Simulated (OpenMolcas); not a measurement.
## Multiconfigurational calculation, with input and output: Co²⁺ complex

System: Co²⁺ with 6 ligands (H2O; octahedron, 2.1 Å), with no charges around it.
Method: state-averaged CASSCF, active space 7 electrons in the shell 3d, basis ANO-RCC-VDZP on the metal and ANO-RCC-VDZP on the ligands, DKH2 scalar Hamiltonian, spin-orbit coupling by RASSI with atomic mean-field integrals (OpenMolcas).

## Key numbers

| quantity | value |
| --- | --- |
| outcome | converged |
| energy of the lowest spin-free term | −1848.14884 hartree |
| energy of the lowest spin-orbit level | −1848.15199 hartree |
| largest spread among components of a term | 0.0 cm⁻¹ |
| hardware | 1 thread of Arm Neoverse V2, 24 GiB of memory available, shared host |
| wall time | 29 s |
| peak memory | 0.18 GiB |

## Remarks

Without dynamic correlation the splittings between terms come out too large, often by 20 to 50 %. To bear in mind: small active space favours high spin, ground spin may be wrong; distances are set from ionic radii, not optimised.

## Input file
```
&GATEWAY
Coord
19

Co 0.0 0.0 0.0
O 2.100000 0.000000 0.000000
H 2.676978 0.779741 0.000000
H 2.676978 -0.779741 0.000000
O 0.000000 2.100000 0.000000
H 0.000000 2.676978 0.779741
H 0.000000 2.676978 -0.779741
O -2.100000 0.000000 0.000000
H -2.676978 0.779741 0.000000
H -2.676978 -0.779741 0.000000
O 0.000000 -2.100000 0.000000
H 0.000000 -2.676978 0.779741
H 0.000000 -2.676978 -0.779741
O 0.000000 0.000000 2.100000
H 0.779741 0.000000 2.676978
H -0.779741 0.000000 2.676978
O 0.000000 0.000000 -2.100000
H 0.779741 0.000000 -2.676978
H -0.779741 0.000000 -2.676978
Basis=Co.ANO-RCC-VDZP,H.ANO-RCC-VDZP,O.ANO-RCC-VDZP
Group=XYZ
NoMove
AngMom=0.0 0.0 0.0
AMFI
RICD
&SEWARD
&RASSCF
FileOrb=start.orb
Symmetry=1
Spin=4
nActEl=7 0 0
Inactive=18 21
Ras2=5 0
CIRoot=10 10 1
SDav=10
CIMx=300
Iter=150 100
PrWF=0.3
OrbListing=Nothing
MaxOrb=0
LevShft=1.0
>>> COPY $Project.JobIph JOB001
&RASSCF
FileOrb=start.orb
Symmetry=1
Spin=2
nActEl=7 0 0
Inactive=18 21
Ras2=5 0
CIRoot=40 40 1
SDav=40
CIMx=300
Iter=150 100
PrWF=0.3
OrbListing=Nothing
MaxOrb=0
LevShft=1.0
>>> COPY $Project.JobIph JOB002
&RASSI
NrOfJobIphs=2 10 40
1 2 3 4 5 6 7 8 9 10
1 2 3 4 5 6 7 8 9 10 11 12 13 14 15 16 17 18 19 20 21 22 23 24 25 26 27
28 29 30 31 32 33 34 35 36 37 38 39 40
IphNames
JOB001
JOB002
EJob
SpinOrbit
DIPRint=1.0
SOCoupling=1000.0
Subsets=2
Property=9
'ANGMOM' 1 'ANGMOM' 2 'ANGMOM' 3 'MLTPL  1' 1 'MLTPL  1' 2 'MLTPL  1' 3
'AMFI' 1 'AMFI' 2 'AMFI' 3
SOProperty=3
'ANGMOM' 1 'ANGMOM' 2 'ANGMOM' 3
```

The file start.orb holds starting orbitals from an earlier step. A driver script formed the levels outside the program, from RASSI's spin-orbit matrix and the active-space energies, averaged over the components of each term or state.

Command:
```bash
OMP_NUM_THREADS=1 MOLCAS_MEM=2457 MOLCAS_PROJECT=a pymolcas a.inp > a.log  # once for each step of the input, in one work folder
```

## The program's output (extracts)
```
--- SEWARD ---
Basis set label: CO.ANO-RCC...5S4P2D1F.

      Electronic valence basis set:
      ------------------
      Associated Effective Charge  27.000000 au
      Associated Actual Charge     27.000000 au
      Nuclear Model: Point charge

      Shell  nPrim  nBasis  Cartesian Spherical Contaminant
         s      21       5        X
         p      15       4        X
         d      10       2                 X
         f       6       1                 X
                  Relativistic Douglas-Kroll-Hess integrals:
                    - DKH order of Hamiltonian: 2
                    - DKH order of Properties : 0
                  Atomic mean-field integrals
--- RASSCF ---
Wave function specifications:
      -----------------------------

      Number of closed shell electrons          78
      Number of electrons in active shells       7
      Max number of holes in RAS1 space          0
      Max nr of electrons in RAS3 space          0
      Number of inactive orbitals               39
      Number of active orbitals                  5
      Number of secondary orbitals             134
      Spin quantum number                      1.5
      State symmetry                             1
Orbital specifications:
      -----------------------

      Symmetry species                           1   2
                                                ag  au
      Frozen orbitals                            0   0
      Inactive orbitals                         18  21
      Active orbitals                            5   0
      RAS1 orbitals                              0   0
      RAS2 orbitals                              5   0
      RAS3 orbitals                              0   0
      Secondary orbitals                        64  70
      Deleted orbitals                           0   0
      Number of basis functions                 87  91
      Number of CSFs                            10
      Number of root(s) required                10
      Iter CI   SX   CI       RASSCF       Energy    max ROT     max BLB   max BLB  Level Ln srch  Step   QN
          iter iter root      energy       change     param      element    value   shift minimum  type update
 Nr of preliminary CI iterations:   1
      Total energies have been shifted. Add                -1000.00 au
        1   1   12    0  -848.01819497    0.00E+00  -5.47E-02   13  37 1  2.29E-01*  0.91   0.00    SX    NO
        2   1   12    0  -848.08971872   -7.15E-02*  1.99E-02    6  34 2  8.72E-02*  0.77   0.00    SX    NO
        3   1   11    0  -848.10109290   -1.14E-02* -1.02E-02   13  24 1 -2.98E-02*  0.81   0.00    SX    NO
        4   1   10    0  -848.10308508   -1.99E-03*  5.77E-03   13  24 1 -2.01E-02*  0.78   0.00    SX    NO
        5   1   10    0  -848.10354739   -4.62E-04*  5.29E-03   13  24 1 -1.11E-02*  0.79   1.13    QN   YES
        6   1    9    0  -848.10371098   -1.64E-04*  2.26E-03   13  24 1 -3.85E-03*  0.79   1.32    QN   YES
        7   1    8    0  -848.10372938   -1.84E-05*  5.36E-04   13  24 1 -7.53E-04*  0.79   1.19    QN   YES
        8   1    8    0  -848.10373149   -2.10E-06* -2.22E-04   13  37 1 -2.95E-04*  0.79   1.41    LS   YES
        9   1    7    0  -848.10373168   -1.96E-07*  1.21E-04   13  24 1  2.67E-04*  0.79   0.99    QN   YES
       10   1    7    0  -848.10373187   -1.84E-07*  4.99E-05   13  24 1  8.42E-05   0.79   1.41    LS   YES
       11   1    7    0  -848.10373188   -1.75E-08*  1.85E-05   13  37 1  3.78E-05   0.79   0.99    QN   YES
       12   1    6    0  -848.10373190   -1.14E-08*  1.32E-05   21  24 2  1.70E-05   0.79   1.77    QN   YES
       13   1    5    0  -848.10373190   -3.33E-09   1.84E-06   13  31 1  6.81E-06   0.79   1.07    QN   YES
      Convergence after 13 iterations
       14   1    5    0  -848.10373190   -2.26E-10   1.84E-06   13  31 1  3.94E-06   0.79   1.07    QN   YES
      Natural orbitals and occupation numbers for root  1
      sym 1:   1.045736   1.954264   1.000000   1.954264   1.045736
      Natural orbitals and occupation numbers for root  2
      sym 1:   1.952688   1.047312   1.000000   1.952688   1.047312
      Natural orbitals and occupation numbers for root  3
      sym 1:   1.983122   1.983122   1.016878   1.016878   1.000000
::    RASSCF root number  1 Total energy:  -1848.14884306
::    RASSCF root number  2 Total energy:  -1848.14884306
::    RASSCF root number  3 Total energy:  -1848.14884306
::    RASSCF root number  4 Total energy:  -1848.12250654
::    RASSCF root number  5 Total energy:  -1848.12250654
::    RASSCF root number  6 Total energy:  -1848.12250654
::    RASSCF root number  7 Total energy:  -1848.09124125
::    RASSCF root number  8 Total energy:  -1848.04400965
::    RASSCF root number  9 Total energy:  -1848.04400965
::    RASSCF root number 10 Total energy:  -1848.04400965
--- RASSCF ---
Wave function specifications:
      -----------------------------

      Number of closed shell electrons          78
      Number of electrons in active shells       7
      Max number of holes in RAS1 space          0
      Max nr of electrons in RAS3 space          0
      Number of inactive orbitals               39
      Number of active orbitals                  5
      Number of secondary orbitals             134
      Spin quantum number                      0.5
      State symmetry                             1
Orbital specifications:
      -----------------------

      Symmetry species                           1   2
                                                ag  au
      Frozen orbitals                            0   0
      Inactive orbitals                         18  21
      Active orbitals                            5   0
      RAS1 orbitals                              0   0
      RAS2 orbitals                              5   0
      RAS3 orbitals                              0   0
      Secondary orbitals                        64  70
      Deleted orbitals                           0   0
      Number of basis functions                 87  91
      Number of CSFs                            40
      Number of root(s) required                40
      Iter CI   SX   CI       RASSCF       Energy    max ROT     max BLB   max BLB  Level Ln srch  Step   QN
          iter iter root      energy       change     param      element    value   shift minimum  type update
 Nr of preliminary CI iterations:   1
      Total energies have been shifted. Add                -1000.00 au
        1   1    9    0  -847.98358831    0.00E+00  -8.46E-03   23  29 1 -1.53E-02*  0.79   0.00    SX    NO
        2   1   10    0  -847.98412692   -5.39E-04* -4.77E-03    9  33 2 -9.89E-03*  0.80   0.00    SX    NO
        3   1    9    0  -847.98422604   -9.91E-05*  1.56E-03   23  29 1 -2.68E-03*  0.79   0.00    SX    NO
        4   1    9    0  -847.98424625   -2.02E-05* -9.70E-04    9  33 2 -1.87E-03*  0.79   0.00    SX    NO
        5   1    8    0  -847.98425057   -4.32E-06*  5.53E-04   23  29 1 -5.17E-04*  0.79   1.05    QN   YES
        6   1    7    0  -847.98425178   -1.20E-06* -1.03E-04    9  33 2  1.25E-04*  0.79   1.22    QN   YES
        7   1    7    0  -847.98425184   -5.86E-08*  1.11E-05   13  24 1  1.91E-05   0.79   1.10    QN   YES
        8   1    6    0  -847.98425184   -4.42E-09  -1.26E-05   23  29 1  1.09E-05   0.79   2.50    QN   YES
      Convergence after  8 iterations
        9   1    6    0  -847.98425184   -1.84E-09  -1.26E-05    9  33 2 -4.19E-06   0.79   2.50    QN   YES
      Natural orbitals and occupation numbers for root  1
      sym 1:   0.193301   1.953287   1.024024   1.918619   1.910770
      Natural orbitals and occupation numbers for root  2
      sym 1:   1.024024   1.936498   0.193301   1.901830   1.944347
      Natural orbitals and occupation numbers for root  3
      sym 1:   1.091487   1.101365   1.028206   1.895485   1.883458
::    RASSCF root number  1 Total energy:  -1848.07817334
::    RASSCF root number  2 Total energy:  -1848.07817334
::    RASSCF root number  3 Total energy:  -1848.05746832
::    RASSCF root number  4 Total energy:  -1848.05746832
::    RASSCF root number  5 Total energy:  -1848.05746832
::    RASSCF root number  6 Total energy:  -1848.05652993
::    RASSCF root number  7 Total energy:  -1848.05652993
::    RASSCF root number  8 Total energy:  -1848.05652993
::    RASSCF root number  9 Total energy:  -1848.03964187
::    RASSCF root number 10 Total energy:  -1848.03121703
::    RASSCF root number 11 Total energy:  -1848.03121703
::    RASSCF root number 12 Total energy:  -1848.03121703
::    RASSCF root number 13 Total energy:  -1848.02000408
::    RASSCF root number 14 Total energy:  -1848.02000408
::    RASSCF root number 15 Total energy:  -1848.02000408
::    RASSCF root number 16 Total energy:  -1848.01784327
::    RASSCF root number 17 Total energy:  -1848.01784327
::    RASSCF root number 18 Total energy:  -1848.01784327
::    RASSCF root number 19 Total energy:  -1848.00876287
::    RASSCF root number 20 Total energy:  -1848.00876287
::    RASSCF root number 21 Total energy:  -1847.99522026
::    RASSCF root number 22 Total energy:  -1847.99522026
::    RASSCF root number 23 Total energy:  -1847.99522026
::    RASSCF root number 24 Total energy:  -1847.99431506
::    RASSCF root number 25 Total energy:  -1847.99431506
::    RASSCF root number 26 Total energy:  -1847.99374457
::    RASSCF root number 27 Total energy:  -1847.99374457
::    RASSCF root number 28 Total energy:  -1847.99374457
::    RASSCF root number 29 Total energy:  -1847.93692858
::    RASSCF root number 30 Total energy:  -1847.93692858
--- RASSI ---
SPIN-FREE ENERGIES:
  (Shifted by EMIN (a.u.) =      -1848.1488430558)

 SF State       Relative EMIN(au)   Rel lowest level(eV)    D:o, cm**(-1)

     1             0.0000000000        0.0000000000              0.0000
     2             0.0000000000        0.0000000000              0.0000
     3             0.0000000000        0.0000000000              0.0000
     4             0.0263365153        0.7166530915           5780.1970
     5             0.0263365153        0.7166530915           5780.1970
     6             0.0263365153        0.7166530915           5780.1970
     7             0.0576018069        1.5674250160          12642.1353
    11             0.0706697180        1.9230209926          15510.2103
    12             0.0706697180        1.9230209926          15510.2103
    13             0.0913747344        2.4864331915          20054.4362
    14             0.0913747344        2.4864331915          20054.4362
    15             0.0913747344        2.4864331915          20054.4362
    16             0.0923131307        2.5119682564          20260.3903
    17             0.0923131307        2.5119682564          20260.3903
    18             0.0923131307        2.5119682564          20260.3903
    10             0.1048334053        2.8526622819          23008.2730
     8             0.1048334053        2.8526622819          23008.2730
     9             0.1048334053        2.8526622819          23008.2730
    19             0.1092011809        2.9715155119          23966.8889
    20             0.1176260282        3.2007672848          25815.9292
    21             0.1176260282        3.2007672848          25815.9292
    22             0.1176260282        3.2007672848          25815.9292
    23             0.1288389723        3.5058870400          28276.8860
    24             0.1288389723        3.5058870400          28276.8860
    25             0.1288389723        3.5058870400          28276.8860
    26             0.1309997831        3.5646856966          28751.1291
    27             0.1309997831        3.5646856966          28751.1291
    28             0.1309997831        3.5646856966          28751.1291
    29             0.1400801855        3.8117760336          30744.0471
    30             0.1400801855        3.8117760336          30744.0471
    31             0.1536227988        4.1802893135          33716.3071
    32             0.1536227988        4.1802893135          33716.3071
    33             0.1536227988        4.1802893135          33716.3071
    34             0.1545279957        4.2049209767          33914.9749
    35             0.1545279957        4.2049209767          33914.9749
    36             0.1550984889        4.2204448887          34040.1837
    37             0.1550984889        4.2204448887          34040.1837
    38             0.1550984889        4.2204448887          34040.1837
    39             0.2119144725        5.7664865622          46509.8507
    40             0.2119144725        5.7664865622          46509.8507
Eigenvalues of complex Hamiltonian:
   -----------------------------------
  (Shifted by EMIN (a.u.) =      -1848.1488430558)

 SO State       Relative EMIN(au)   Rel lowest level(eV)    D:o, cm**(-1)

     1            -0.0031505553        0.0000000000              0.0000
     2            -0.0031505553        0.0000000000              0.0000
     3            -0.0015214419        0.0443304351            357.5491
     4            -0.0015214419        0.0443304351            357.5491
     5            -0.0015214419        0.0443304351            357.5491
     6            -0.0015214419        0.0443304351            357.5491
     7             0.0011731767        0.1176547437            948.9495
     8             0.0011731767        0.1176547437            948.9495
     9             0.0011731767        0.1176547437            948.9495
    10             0.0011731767        0.1176547437            948.9495
    11             0.0016423592        0.1304218480           1051.9231
    12             0.0016423592        0.1304218480           1051.9231
    13             0.0257232091        0.7856951572           6337.0588
    14             0.0257232091        0.7856951572           6337.0588
    15             0.0259968506        0.7931413209           6397.1162
    16             0.0259968506        0.7931413209           6397.1162
    17             0.0259968506        0.7931413209           6397.1162
    18             0.0259968506        0.7931413209           6397.1162
    19             0.0264393097        0.8051812459           6494.2247
    20             0.0264393097        0.8051812459           6494.2247
    21             0.0264393097        0.8051812459           6494.2247
    22             0.0264393097        0.8051812459           6494.2247
    23             0.0273153391        0.8290192212           6686.4910
    24             0.0273153391        0.8290192212           6686.4910
    25             0.0577462169        1.6570855920          13365.2967
    26             0.0577462169        1.6570855920          13365.2967
    27             0.0577462169        1.6570855920          13365.2967
    28             0.0577462169        1.6570855920          13365.2967
    29             0.0704300122        2.0022292433          16149.0679
    30             0.0704300122        2.0022292433          16149.0679
    31             0.0704300122        2.0022292433          16149.0679
    32             0.0704300122        2.0022292433          16149.0679
    33             0.0896969223        2.5265085752          20377.6659
    34             0.0896969223        2.5265085755          20377.6659
    35             0.0896969223        2.5265085755          20377.6659
    36             0.0896969223        2.5265085752          20377.6659
    37             0.0925341448        2.6037133328          21000.3643
    38             0.0925341448        2.6037133328          21000.3643
    39             0.0926753244        2.6075550263          21031.3496
    40             0.0926753244        2.6075550263          21031.3496
    41             0.0926753244        2.6075550266          21031.3496
Weights of the five most important spin-orbit-free states for each spin-orbit state.

 SO State  Total energy (au)           Spin-free states, spin, and weights
 -------------------------------------------------------------------------------------------------------
    1        -0.003151       2 1.5  0.3322    3 1.5  0.3322    1 1.5  0.3322   19 0.5  0.0008    5 1.5  0.0008
    2        -0.003151       3 1.5  0.3322    1 1.5  0.3322    2 1.5  0.3322   19 0.5  0.0008    6 1.5  0.0008
    3        -0.001521       3 1.5  0.4964    2 1.5  0.4242    1 1.5  0.0696    4 1.5  0.0030    5 1.5  0.0029
    4        -0.001521       3 1.5  0.5666    2 1.5  0.2801    1 1.5  0.1435    6 1.5  0.0029    5 1.5  0.0029
    5        -0.001521       1 1.5  0.5727    2 1.5  0.2905    3 1.5  0.1271    6 1.5  0.0031    5 1.5  0.0028
    6        -0.001521       1 1.5  0.5345    2 1.5  0.3255    3 1.5  0.1302    4 1.5  0.0029    6 1.5  0.0028
    7         0.001173       2 1.5  0.4477    3 1.5  0.3561    1 1.5  0.1778    6 1.5  0.0082    5 1.5  0.0050
    8         0.001173       2 1.5  0.4138    3 1.5  0.3181    1 1.5  0.2497    6 1.5  0.0066    4 1.5  0.0057
    9         0.001173       1 1.5  0.4807    3 1.5  0.3159    2 1.5  0.1851    4 1.5  0.0082    5 1.5  0.0057
   10         0.001173       1 1.5  0.4006    3 1.5  0.3187    2 1.5  0.2623    5 1.5  0.0070    4 1.5  0.0047
   11         0.001642       1 1.5  0.3323    2 1.5  0.3323    3 1.5  0.3323    6 1.5  0.0009    5 1.5  0.0009
   12         0.001642       2 1.5  0.3323    1 1.5  0.3323    3 1.5  0.3323    5 1.5  0.0009    6 1.5  0.0009
```

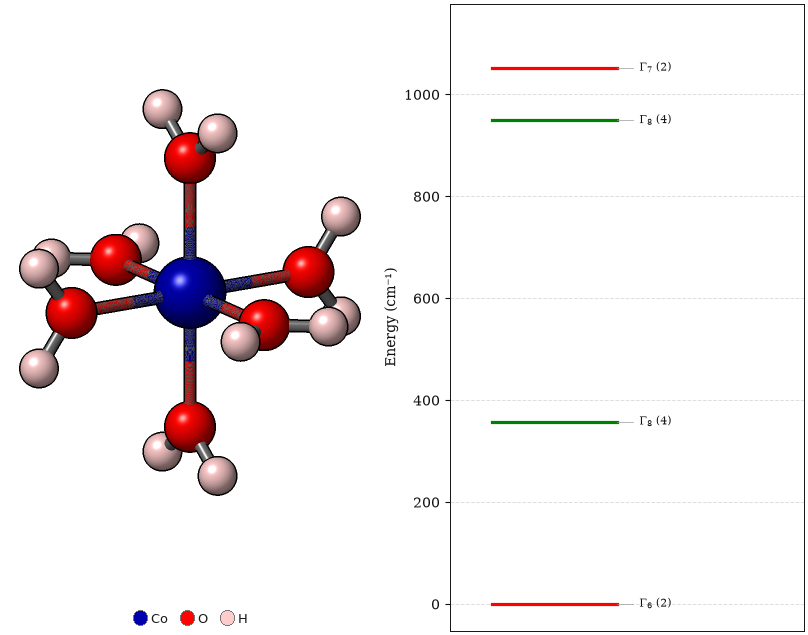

Figure 1. Co²⁺ (3d⁷) with 6 ligands, H₂O, at 2.1 Å (arrangement: octahedron, Th), and its levels. Labels give the representation in O, Td, D4 or D3 as the site allows (double group for half-integer spin) where it could be assigned and, in brackets, the degeneracy; spin-free states, where drawn, share the zero of the spin-orbit levels. The ground level is Γ₆, a Kramers doublet, 100 % from states of spin multiplicity 4. Its principal g values are 4.48, 4.48 and 4.48, isotropic. The next level lies at 358 cm⁻¹ (Γ₈). The active orbitals hold 95 to 99 % metal character (Löwdin), and the Mulliken charge of the metal is +1.24.
